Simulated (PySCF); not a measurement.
# wB97X/def2-TZVP (core potential) run of RbNa (SMILES [Na][Rb])

Aim: the energy change on altering one bond length of RbNa at wB97X/def2-TZVP (core potential), from 2 runs. Input form: a Python script.

Program for the calculation: PySCF 2.14.0.

4 further runs of the same task are left out: 4 set aside as unsound or not needed.

## Step 1: Starting point

RbNa: 2 atoms, total charge 0, spin state singlet. SMILES: `[Na][Rb]`. Geometry: relaxed at PBE0-D4/def2-TZVP.

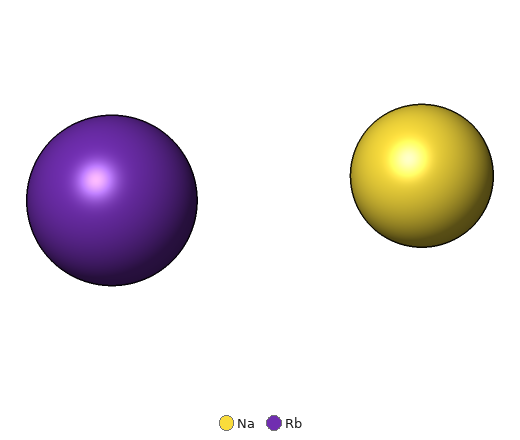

Viewed from a chosen angle; sodium yellow, rubidium purple.

## Step 2: The energy at wB97X/def2-TZVP (core potential)

calc.py

```python
from pyscf import gto, dft

mol = gto.M(
    atom=[
    ('Na', (0.000000, 0.000000, -0.211020)),
    ('Rb', (-0.000000, -0.000000, 3.489100)),
],
    max_memory=1860,
    basis='def2-tzvp',
    spin=0,
    ecp={'Rb': 'def2-svp'},
    charge=0,
    verbose=4,
)

ks = dft.RKS(mol, xc='wb97x')
ks.grids.level = 5
ks.conv_tol = 1e-10
ks.kernel()
if not ks.converged:
    ks = ks.newton().run(ks.mo_coeff, ks.mo_occ)

e_final = ks.e_tot
print('Final energy', e_final)
```

Launch:

```console
$ OMP_NUM_THREADS=1 python calc.py
```

The log of the run:

```text
PySCF version 2.14.0

[INPUT] num. atoms = 2
[INPUT] num. electrons = 20
[INPUT] charge = 0
[INPUT] spin (= nelec alpha-beta = 2S) = 0
[INPUT] symmetry False subgroup None
[INPUT] Mole.unit = angstrom
[INPUT] Symbol           X                Y                Z      unit          X                Y                Z       unit  Magmom
[INPUT]  1 Na     0.000000000000   0.000000000000  -0.211020000000 AA    0.000000000000   0.000000000000  -0.398770006806 Bohr   0.0
[INPUT]  2 Rb     0.000000000000   0.000000000000   3.489100000000 AA    0.000000000000   0.000000000000   6.593443421220 Bohr   0.0

nuclear repulsion = 14.1586067157498
number of shells = 25
number of NR pGTOs = 96
number of NR cGTOs = 65
basis = def2-tzvp
ecp = {'Rb': 'def2-svp'}

******** <class 'pyscf.dft.rks.RKS'> ********
method = RKS
initial guess = minao
damping factor = 0
level_shift factor = 0
DIIS = <class 'pyscf.scf.diis.CDIIS'>
diis_start_cycle = 1
diis_space = 8
diis_damp = 0
SCF conv_tol = 1e-10
SCF conv_tol_grad = None
SCF max_cycles = 50
direct_scf = True
direct_scf_tol = 1e-13
XC library pyscf.dft.libxc version 7.0.0
    S. Lehtola, C. Steigemann, M. J.T. Oliveira, and M. A.L. Marques.,  SoftwareX 7, 1–5 (2018)
XC functionals = wb97x
radial grids:
    Treutler-Ahlrichs [JCP 102, 346 (1995); DOI:10.1063/1.469408] (M4) radial grids

becke partition: Becke, JCP 88, 2547 (1988); DOI:10.1063/1.454033
pruning grids: <function nwchem_prune>
grids dens level: 5
symmetrized grids: False
atomic radii adjust function: <function treutler_atomic_radii_adjust>
small_rho_cutoff = 0
Set gradient conv threshold to 1e-05
Initial guess from minao.
tot grids = 87928
init E= -183.578421254812
  HOMO = -0.231218110134819  LUMO = -0.119966758777707  gap/eV = 3.02730
cycle= 1 E= -186.342849912959  delta_E= -2.76  |g|= 0.299  |ddm|= 2.33
  HOMO = -0.154276307218097  LUMO = -0.00740366307680961  gap/eV = 3.99661
cycle= 2 E= -186.367693571504  delta_E= -0.0248  |g|= 0.0747  |ddm|= 0.96
  HOMO = -0.162203318231022  LUMO = -0.00916000870243622  gap/eV = 4.16452
cycle= 3 E= -186.369355752268  delta_E= -0.00166  |g|= 0.0169  |ddm|= 0.178
  HOMO = -0.162404554601281  LUMO = -0.00902889815550787  gap/eV = 4.17356
cycle= 4 E= -186.369605579514  delta_E= -0.00025  |g|= 0.00693  |ddm|= 0.0817
  HOMO = -0.162039726297387  LUMO = -0.00868065347535368  gap/eV = 4.17311
cycle= 5 E= -186.369688199293  delta_E= -8.26e-05  |g|= 0.00314  |ddm|= 0.0434
  HOMO = -0.161735845350918  LUMO = -0.00818788051144303  gap/eV = 4.17825
cycle= 6 E= -186.369729824691  delta_E= -4.16e-05  |g|= 0.00071  |ddm|= 0.0479
  HOMO = -0.16153542034214  LUMO = -0.00789276898763066  gap/eV = 4.18083
cycle= 7 E= -186.369731709233  delta_E= -1.88e-06  |g|= 0.000202  |ddm|= 0.00921
  HOMO = -0.161506776533827  LUMO = -0.00778850301524459  gap/eV = 4.18289
cycle= 8 E= -186.369731862394  delta_E= -1.53e-07  |g|= 5.91e-05  |ddm|= 0.00258
  HOMO = -0.16150093184136  LUMO = -0.00776279797837312  gap/eV = 4.18343
cycle= 9 E= -186.369731872463  delta_E= -1.01e-08  |g|= 1.14e-05  |ddm|= 0.000724
  HOMO = -0.161499097946347  LUMO = -0.00775777816615679  gap/eV = 4.18351
cycle= 10 E= -186.369731872853  delta_E= -3.89e-10  |g|= 3.32e-06  |ddm|= 0.00023
  HOMO = -0.161498396845069  LUMO = -0.00775655537927313  gap/eV = 4.18353
cycle= 11 E= -186.36973187288  delta_E= -2.77e-11  |g|= 7.29e-07  |ddm|= 6.77e-05
  HOMO = -0.161498423299079  LUMO = -0.00775649496174831  gap/eV = 4.18353
Extra cycle  E= -186.369731872881  delta_E= -6.54e-13  |g|= 3.03e-07  |ddm|= 5.88e-06
converged SCF energy = -186.369731872881
Final energy -186.36973187288106
```

It took 5.4 s on 1 thread of Arm Neoverse V1, shared host; peak memory 0.3 GiB.

## Step 3: The distorted shape

input.py

```python
from pyscf import gto, dft

mol = gto.M(
    atom=[
    ('Na', (0.000000, 0.000000, -4.651200)),
    ('Rb', (-0.000000, -0.000000, 3.489100)),
],
    max_memory=1860,
    basis='def2-tzvp',
    verbose=3,
    ecp={'Rb': 'def2-svp'},
)

myscf = dft.RKS(mol, xc='wb97x')
myscf.grids.level = 5
myscf.conv_tol = 1e-10
myscf.kernel()
if not myscf.converged:
    myscf = myscf.newton().run(myscf.mo_coeff, myscf.mo_occ)

etot = myscf.e_tot
print(f'total energy: {etot:.8f} hartree')
```

Launch:

```console
$ OMP_NUM_THREADS=1 python input.py
```

The log of the run:

```text
converged SCF energy = -186.314744981033
total energy: -186.31474498 hartree
```

It took 5.4 s on 1 thread of Arm Neoverse V1, shared host; peak memory 0.3 GiB.

## Step 4: Summary of results

Level: wB97X/def2-TZVP (core potential).

```
                                                           quantity          value
                                          first shape: total energy  -186.36973 Eh
                                         first shape: dipole moment         3.89 D
                                           first shape: HOMO energy       -4.39 eV
                                           first shape: LUMO energy       -0.21 eV
                                         first shape: HOMO–LUMO gap        4.18 eV
                                      distorted shape: total energy  -186.31474 Eh
                                     distorted shape: dipole moment         6.99 D
                                       distorted shape: HOMO energy       -3.40 eV
                                       distorted shape: LUMO energy       -1.41 eV
                                     distorted shape: HOMO–LUMO gap        1.99 eV
energy change with the Na1–Rb2 bond stretched from 3.700 to 8.140 Å       1.496 eV
```

**Reading.** One bond (distorted shape) is far stretched, which a spin-restricted single reference describes badly; a broken-symmetry solution may lie lower. With the Na1–Rb2 bond stretched from 3.700 to 8.140 Å the energy rises by 1.50 eV (144 kJ/mol). The first shape isn't relaxed at this level, so the change isn't measured from a minimum. A restricted reference can't describe the breaking bond well at this length.
